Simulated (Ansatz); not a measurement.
The figure comes from a scan of Be (hcp, Mg type): a phonon pattern at M = (0.5, 0.0, 0.0) is frozen into a 4-atom cell, Q being the largest atomic displacement. All values below come from PBE (plane waves to 420 eV, PAW, scalar-relativistic; Ansatz, a first-principles code). k mesh 23×23×13 (Γ-centred), Fermi-Dirac smearing 0.05 eV. Energies are smeared free energies. With partly filled bands, energies and forces of such displacements shift with the k mesh and the smearing. Be was relaxed with its symmetry unable to fall. The PAW data are Ansatz's earlier set. ΔE is measured from the undisplaced structure.

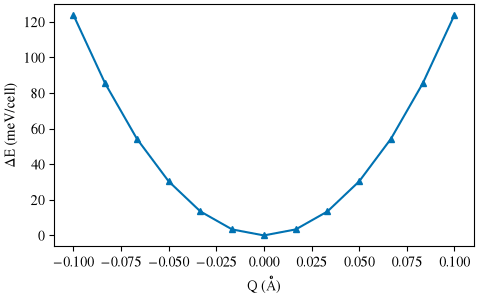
*ΔE (meV/cell) against Q (Å); markers are the computed points, lines only join them.*

**Question.** Read the plotted values off the figure, to the accuracy that the plot allows.

**Answer.** To the nearest 2:

| Q (Å) | ΔE (meV/cell) |
|---|---|
| -0.100 | 124 |
| -0.083 | 86 |
| -0.067 | 54 |
| -0.050 | 30 |
| -0.033 | 14 |
| -0.017 | 4 |
| 0.000 | 0 |
| 0.017 | 4 |
| 0.033 | 14 |
| 0.050 | 30 |
| 0.067 | 54 |
| 0.083 | 86 |
| 0.100 | 124 |

(A displaced cell: forces are minus the slopes of the energy, force constants its curvatures, and phonons follow from these.)
